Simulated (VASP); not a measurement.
# NiO: cell size against the level of theory

How close do the usual functionals, with and without dispersion, come to the cell of NiO? The levels: PBE, LDA, r2SCAN and PBE + D3(BJ). The start is a cell from a database of measured crystal structures.

Main program and level: VASP 6.6.1; PBE, spin-polarised from a ferromagnetic start (one magnetic atom a cell); plane waves and PAW (Ni, O), in the first sound run; inputs show where later runs differ.

The experiments to compare with:

“Band gap bowing in NixMg1−xO” (2016, pmc:4977526) quotes from earlier work for NiO, rock-salt (unstrained reference value): lattice constant a (cubic lattice constant, quoted from earlier experiment) 4.177 Å [literature experimental value used as input for Vegard's law in the calculations; sample …].

Most raw output is cut from this account.

**1. The starting structure**

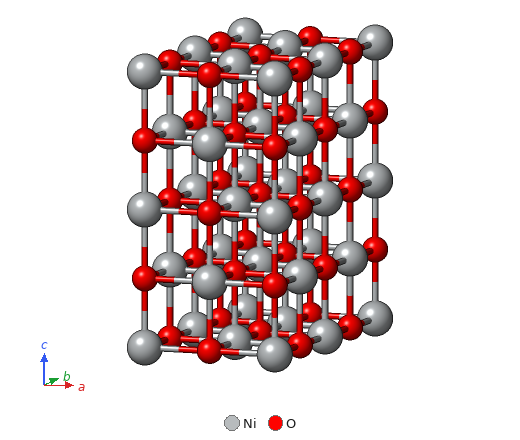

Start, viewed slightly off an axis; nickel light grey, oxygen red. 1×2×2 cells are drawn. This picture shows the conventional cell, with its axes. Some periodic images of atoms are drawn too.

Structure file:

```cif
data_structure
_symmetry_space_group_name_H-M 'P 1'
_symmetry_Int_Tables_number 1
_cell_length_a 2.9547
_cell_length_b 2.9547
_cell_length_c 2.9547
_cell_angle_alpha 60.000
_cell_angle_beta 60.000
_cell_angle_gamma 60.000
_cell_volume 18.24
loop_
_atom_site_label
_atom_site_type_symbol
_atom_site_fract_x
_atom_site_fract_y
_atom_site_fract_z
_atom_site_occupancy
Ni1 Ni 0.00000 0.00000 0.00000 1
O2 O 0.50000 0.50000 0.50000 1
```

**2. Relaxation with PBE**

The start need not lie at this functional's minimum. ISIF = 3 frees volume, shape and positions, and EDIFFG sets the threshold on forces and stress at which the search stops. PBE, the usual starting point, adds the gradient of the density.

File INCAR:

```
SYSTEM = NiO
PREC = Accurate
ENCUT = 560
EDIFF = 1E-06
NELM = 100
ISMEAR = -1
SIGMA = 0.05
LREAL = .FALSE.
ALGO = Normal
GGA = PE
NBANDS = 16
ISPIN = 2
MAGMOM = 1 0
LASPH = .TRUE.
LMAXMIX = 4
LORBIT = 11
LWAVE = .FALSE.
LCHARG = .FALSE.
KPAR = 2
IBRION = 2
NSW = 60
ISIF = 3
EDIFFG = -0.01
```

File POSCAR:

```
NiO
1.0
    0.0000000000      2.0893050000      2.0893050000
    2.0893050000      0.0000000000      2.0893050000
    2.0893050000      2.0893050000      0.0000000000
Ni O
1 1
Direct
    0.0000000000      0.0000000000      0.0000000000
    0.5000000000      0.5000000000      0.5000000000
```

File KPOINTS:

```
Automatic mesh
0
Gamma
8 8 8
0 0 0
```

Potentials, in the order of the species: Ni and O (PBE family, release 64).

Started as:

```console
$ mpirun -np 2 vasp_std
```

Run time: 29 s. Hardware: 2 MPI ranks of AMD EPYC 9R14 (Zen 4), shared host; peak memory 0.26 GiB.

The cell holds one magnetic atom, so no antiferromagnetic order fits into it. Experiment finds antiferromagnetic order in this phase (below 523 K, arxiv:1210.6675), so this ferromagnetic run describes another state. The k-mesh is coarse for a metal. Oxides and halides of Ni are often magnetic insulators, and a metal at this level, without U or exact exchange, may be an artefact. The run keeps the 48 symmetry operations of its start, so it cannot find a distortion of lower symmetry.

The steps of the relaxation:

```csv
step,energy less that of the first step (eV),largest force (eV/Å),pressure (GPa),volume (Å³)
1,0.0000,0.0000,5.29,18.24
2,-0.0057,0.0000,-2.79,19.05
3,-0.0083,0.0000,0.13,18.75
```

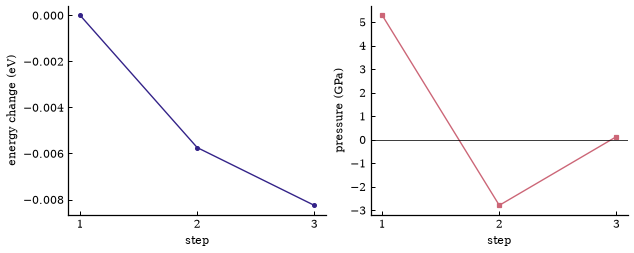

Energy and pressure along the relaxation.

```csv
"conventional cell, symmetrised",before,after,change
a (Å),4.179,4.217,+0.9 %
b (Å),4.179,4.217,+0.9 %
c (Å),4.179,4.217,+0.9 %
volume (Å³/atom),9.12,9.38,+2.8 %
```

The relaxed structure:

```cif
data_structure
_symmetry_space_group_name_H-M 'P 1'
_symmetry_Int_Tables_number 1
_cell_length_a 2.9822
_cell_length_b 2.9822
_cell_length_c 2.9822
_cell_angle_alpha 60.000
_cell_angle_beta 60.000
_cell_angle_gamma 60.000
_cell_volume 18.75
loop_
_atom_site_label
_atom_site_type_symbol
_atom_site_fract_x
_atom_site_fract_y
_atom_site_fract_z
_atom_site_occupancy
Ni1 Ni 0.00000 0.00000 0.00000 1
O2 O 0.50000 0.50000 0.50000 1
```

This step gave:

| Quantity | Value |
| --- | --- |
| electrons | 16 |
| bands | 16 |
| irreducible k points | 29 |
| symmetry operations | 48 |
| free energy (TOTEN) | -11.48 eV |
| energy at zero smearing | -11.48 eV |
| Fermi energy | 7.478 eV |
| pressure | 0.1253 GPa |
| moment of the cell, from the last line of the log | 1.827 μB |
| metallic | yes |
| SCF cycles over all ionic steps | 44 |

Spin moment in the PAW sphere by atom:

```csv
atom,spin moment in the PAW sphere (μB)
Ni1,1.49
O2,0.29
```

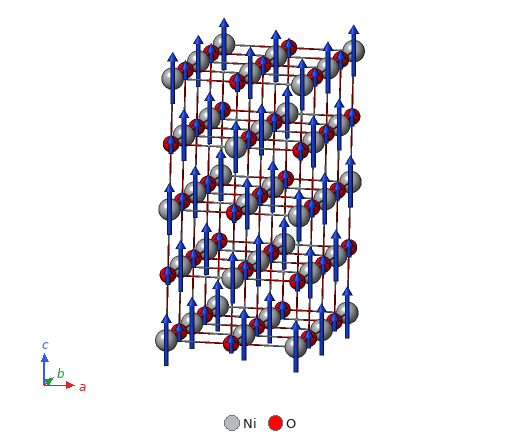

Spin moment in the PAW sphere as arrows, the longest 1.49 μB. Up and down stand for the sign. Arrows give size and sign along the axis of quantisation, drawn up and down the page. Each arrow also spans its atom, so small moments look longer than they are. 1×2×2 conventional cells are drawn. Some periodic images of atoms are drawn too.

It ends with forces that vanish by symmetry and a pressure of 0.13 GPa. The volume lies +2.8 % from that of the database's start. The conventional cell has a = 4.217 Å. The largest moment is 1.49 μB.

**3. Relaxation with LDA**

This step: LDA, spin-polarised from a ferromagnetic start (one magnetic atom a cell); plane waves and PAW (Ni, O) (VASP 6.6.1).

LDA, the lowest rung, knows the local density alone.

Edit INCAR of step 2 so:

```diff
@@ -9,3 +9,3 @@
 ALGO = Normal
-GGA = PE
+GGA = CA
 NBANDS = 16
```

POSCAR is that of step 2.

KPOINTS is that of step 2.

Started as:

```console
$ mpirun -np 2 vasp_std
```

Run time: 32 s. Hardware: 2 MPI ranks; peak memory 0.24 GiB.

The PAW data sets were made with PBE, though LDA sets exist; this is a small mismatch. After so large a change of volume the plane waves of the start cell no longer fit, so the final stress carries a basis-set error.

Step by step:

```csv
step,energy less that of the first step (eV),largest force (eV/Å),pressure (GPa),volume (Å³)
1,0.0000,0.0000,-19.37,18.24
2,-0.0333,0.0000,21.72,15.48
3,-0.1054,0.0000,-0.48,16.64
4,-0.1053,0.0000,0.31,16.61
5,-0.1054,0.0000,-0.15,16.65
```

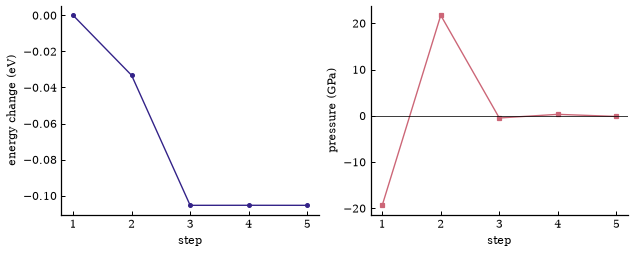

Energy and pressure along the relaxation.

```csv
"conventional cell, symmetrised",before,after,change
a (Å),4.179,4.053,-3.0 %
b (Å),4.179,4.053,-3.0 %
c (Å),4.179,4.053,-3.0 %
volume (Å³/atom),9.12,8.32,-8.7 %
```

Final coordinates:

```xyz
2
Lattice="0.0000 2.0266 2.0266 2.0266 0.0000 2.0266 2.0266 2.0266 0.0000" Properties=species:S:1:pos:R:3 pbc="T T T"
Ni    0.0000    0.0000    0.0000
O     2.0266    2.0266    2.0266
```

This step gave:

- free energy (TOTEN): -13.43 eV
- energy at zero smearing: -13.42 eV
- Fermi energy: 8.778 eV
- pressure: -0.1509 GPa
- moment of the cell, from the last line of the log: 0.5881 μB
- SCF cycles over all ionic steps: 61

Spin moment in the PAW sphere by atom:

```csv
atom,spin moment in the PAW sphere (μB)
Ni1,0.484
O2,0.086
```

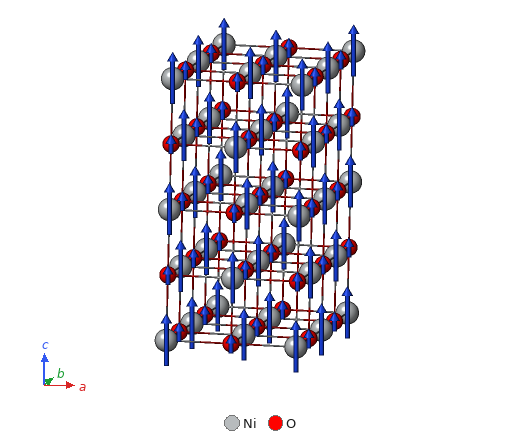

Spin moment in the PAW sphere as arrows, the longest 0.484 μB. Up and down stand for the sign. Arrows give size and sign along the axis of quantisation, drawn up and down the page. Each arrow also spans its atom, so small moments look longer than they are. 1×2×2 conventional cells are drawn. Some periodic images of atoms are drawn too.

It ends at 8.324 Å³/atom, -8.7 % from the start, with -0.15 GPa left. The conventional cell has a = 4.053 Å. The largest moment is 0.48 μB.

**4. Relaxation with r2SCAN**

This step: r2SCAN, spin-polarised from a ferromagnetic start (one magnetic atom a cell); plane waves and PAW (Ni, O) (VASP 6.6.1).

r2SCAN adds the kinetic-energy density, costs more than a GGA and is run with LASPH.

Edit INCAR of step 3 so:

```diff
@@ -9,3 +9,4 @@
 ALGO = Normal
-GGA = CA
+METAGGA = R2SCAN
+LASPH = .TRUE.
 NBANDS = 16
@@ -13,3 +14,2 @@
 MAGMOM = 1 0
-LASPH = .TRUE.
 LMAXMIX = 4
```

POSCAR is that of step 3.

KPOINTS is that of step 3.

Started as:

```console
$ mpirun -np 2 vasp_std
```

The job ended after 82 s (2 MPI ranks; peak memory 0.27 GiB).

The gap is read on the k-mesh alone, so it is an upper bound where the band edges lie off the mesh. Direct gaps are counted within one spin. The valence top and the conduction bottom belong to opposite spins. The PAW data sets were made with PBE, which is usual practice but a small mismatch for other functionals.

Step by step:

```csv
step,energy less that of the first step (eV),largest force (eV/Å),pressure (GPa),volume (Å³)
1,0.0000,0.0000,1.50,18.24
2,-0.0002,0.0000,-1.09,18.47
3,-0.0006,0.0000,0.04,18.36
```

```csv
"conventional cell, symmetrised",before,after,change
a (Å),4.179,4.188,+0.2 %
b (Å),4.179,4.188,+0.2 %
c (Å),4.179,4.188,+0.2 %
volume (Å³/atom),9.12,9.18,+0.7 %
```

The relaxed structure:

```cif
data_structure
_symmetry_space_group_name_H-M 'P 1'
_symmetry_Int_Tables_number 1
_cell_length_a 2.9612
_cell_length_b 2.9612
_cell_length_c 2.9612
_cell_angle_alpha 60.000
_cell_angle_beta 60.000
_cell_angle_gamma 60.000
_cell_volume 18.36
loop_
_atom_site_label
_atom_site_type_symbol
_atom_site_fract_x
_atom_site_fract_y
_atom_site_fract_z
_atom_site_occupancy
Ni1 Ni 0.00000 0.00000 0.00000 1
O2 O 0.50000 0.50000 0.50000 1
```

It ends at 9.180 Å³/atom, +0.7 % from the start, with 0.04 GPa left. The conventional cell has a = 4.188 Å. The largest moment is 1.69 μB.

**5. Relaxation with PBE + D3(BJ)**

This step: PBE with D3(BJ), spin-polarised from a ferromagnetic start (one magnetic atom a cell); plane waves and PAW (Ni, O) (VASP 6.6.1).

A dispersion term adds the long-range attraction that semilocal functionals lack. D3 with Becke-Johnson damping keeps a finite attraction at short range.

Edit INCAR of step 4 so:

```diff
@@ -9,4 +9,4 @@
 ALGO = Normal
-METAGGA = R2SCAN
-LASPH = .TRUE.
+GGA = PE
+IVDW = 12
 NBANDS = 16
@@ -14,2 +14,3 @@
 MAGMOM = 1 0
+LASPH = .TRUE.
 LMAXMIX = 4
```

POSCAR is that of step 4.

KPOINTS is that of step 4.

Started as:

```console
$ mpirun -np 2 vasp_std
```

Wall time 28 s (2 MPI ranks); peak memory 0.29 GiB.

The steps of the relaxation:

```csv
step,energy less that of the first step (eV),largest force (eV/Å),pressure (GPa),volume (Å³)
1,0.0000,0.0000,1.90,18.24
2,-0.0003,0.0000,-1.46,18.53
3,-0.0009,0.0000,-0.06,18.40
```

```csv
"conventional cell, symmetrised",before,after,change
a (Å),4.179,4.191,+0.3 %
b (Å),4.179,4.191,+0.3 %
c (Å),4.179,4.191,+0.3 %
volume (Å³/atom),9.12,9.20,+0.9 %
```

Final coordinates:

```
Ni O
1.0
     0.00000    2.09534    2.09534
     2.09534    0.00000    2.09534
     2.09534    2.09534    0.00000
Ni O
1 1
Direct
  0.00000 0.00000 0.00000
  0.50000 0.50000 0.50000
```

Spin moment in the PAW sphere by atom:

```csv
atom,spin moment in the PAW sphere (μB)
Ni1,1.48
O2,0.28
```

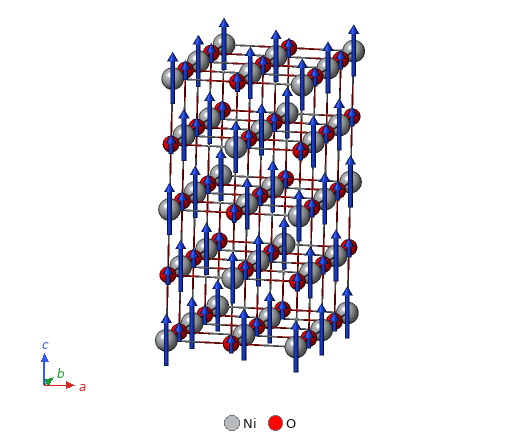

Spin moment in the PAW sphere as arrows, the longest 1.48 μB. Up and down stand for the sign. Arrows give size and sign along the axis of quantisation, drawn up and down the page. Each arrow also spans its atom, so small moments look longer than they are. 1×2×2 conventional cells are drawn. Some periodic images of atoms are drawn too.

It ends at 9.199 Å³/atom, +0.9 % from the start, with -0.06 GPa left. The conventional cell has a = 4.191 Å. The largest moment is 1.48 μB. Against plain PBE, the dispersion term moves a by -0.6 %.

**6. The cells as a table**

This step: relaxed cells at several levels; plane waves and PAW (VASP 6.6.1).

No new run; the numbers come from the runs before.

Lengths are those of the conventional cell; cost is the wall time of each run, as given at its step, times its ranks, without the set-up around it. Results by level, by row:

```csv
level,volume (Å³/atom),change from the start (%),a (Å),largest site moment (μB),cost (core minutes)
PBE,9.38,2.8,4.217,1.494,0.967
LDA,8.32,-8.7,4.053,0.484,1.07
r2SCAN,9.18,0.7,4.188,1.694,2.73
PBE + D3(BJ),9.2,0.9,4.191,1.477,0.933
```

**7. Results**

| Item | Value |
| --- | --- |
| volume, PBE | 9.377 Å³/atom |
| volume, LDA | 8.324 Å³/atom |
| volume, r2SCAN | 9.180 Å³/atom |
| volume, PBE + D3(BJ) | 9.199 Å³/atom |

**Reading.** For NiO the levels give volumes between 8.324 Å³/atom (LDA) and 9.377 Å³/atom (PBE), a spread of 12.7 %, while the cost of the finished runs spans a factor of 2.9. Within 1 % of experiment on every length: PBE, r2SCAN and PBE + D3(BJ). The nearest, r2SCAN, took 2.9 times the core time of PBE + D3(BJ) and lowers the largest miss from 0.33 to 0.26 %. Thermal and zero-point expansion, often some tenths of a per cent in length, bear on this order: with the measured lengths lowered by an assumed 0.4 % the nearest is still r2SCAN. The costs hold the number of ionic steps as well as the price of the functional. LDA ended with a moment of the cell far from the others (0.6 against about 1.8 μB), so in another magnetic state, which bears on the volume. Adding D3(BJ) to PBE changes the volume by -1.9 % (a by -0.6 %). Within 0.02 Å all end in space group Fm-3m; the runs can't lower the symmetry of the start. The k-sampling is coarse for a metal, so the Fermi level, moments, pressures and the shape of the cell carry errors. Only the typed magnetic starts were tried, so the magnetic ground state may differ and with it the other results. Only ferromagnetic starts were used, while the crystal orders antiferromagnetically, so what depends on the order belongs to another state. The largest site moment differs between levels, from 0.48 μB (LDA) to 1.69 μB (r2SCAN); larger moments and larger volumes go together in magnets, so the two can't be judged apart. Each is a single relaxation on the plane waves of the start cell, so larger changes of volume carry a basis-set error that was not tested here.

Computed beside measured:

| quantity | measured | PBE | LDA | r2SCAN | PBE + D3(BJ) |
| --- | --- | --- | --- | --- | --- |
| lattice constant a (Å) | 4.177 | 4.217 (+1.0 %) | 4.053 (-3.0 %) | 4.188 (+0.3 %) | 4.191 (+0.3 %) |

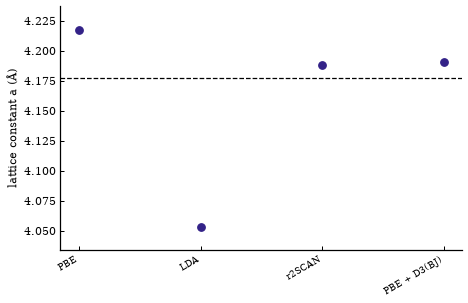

The lattice constant a by level; the dashed line is the measured value.

Measured values from pmc:4977526 (2016).

**Verdict.** For the lattice constant a, of the levels listed nearest comes r2SCAN (+0.3 %) and farthest LDA (-3.0 %). The runs are ferromagnetic and the sample is antiferromagnetic, so the match is not graded. Zero-point motion and thermal expansion are not in the computed lattice constants.

[Lines on the potential files, build, host, timing and source positions are cut from VASP's logs without a mark.]

[Logs are printed without paths, hosts, clocks, repeated set-up lines and the standing remarks that a program may print on its own settings, such as how far it seeks lower states.]

[Hosts, paths, dates, database ids (printed as entryN), source tags and the programs' standing remarks are cut or masked in the printed files.]

[A measured line is paired with the nearest computed mode of its activity, which favours agreement.]
